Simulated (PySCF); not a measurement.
C2H10SeSi2, SMILES CC[SiH2][SiH2][SeH], singlet at its GFN2-xTB optimised geometry (Å):

```
15

C      1.6742    -1.1821     1.2417
C      1.0861    -1.8435     0.0000
Si    -0.8200    -1.8435     0.0000
Si    -1.6150     0.3402     0.0000
Se     0.0628     1.6923    -0.8500
H      2.7620    -1.2234     1.2231
H      1.3816    -0.1335     1.2933
H      1.3299    -1.6778     2.1473
H      1.4465    -1.3111    -0.8848
H      1.4639    -2.8648    -0.0777
H     -1.2926    -2.5881    -1.1740
H     -1.3060    -2.5454     1.1949
H     -1.9370     0.9459     1.2963
H     -2.7620     0.6246    -0.8665
H     -0.7359     2.8648    -1.0061
```

Calculation: PBE0/def2-TZVP (PySCF). Cells within 0.4 Å of a nucleus heavier than hydrogen are left out (blank, or x).

Map of the LUMO amplitude (bohr^(-3/2)) on the plane z = 0.0 Å; orbital energy -0.77 eV, overall sign arbitrary:

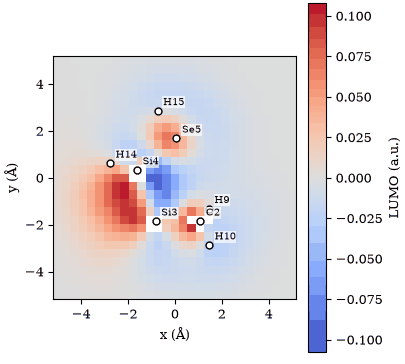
Fig. 1. LUMO amplitude (bohr^(-3/2)) on the plane z = 0.0 Å.
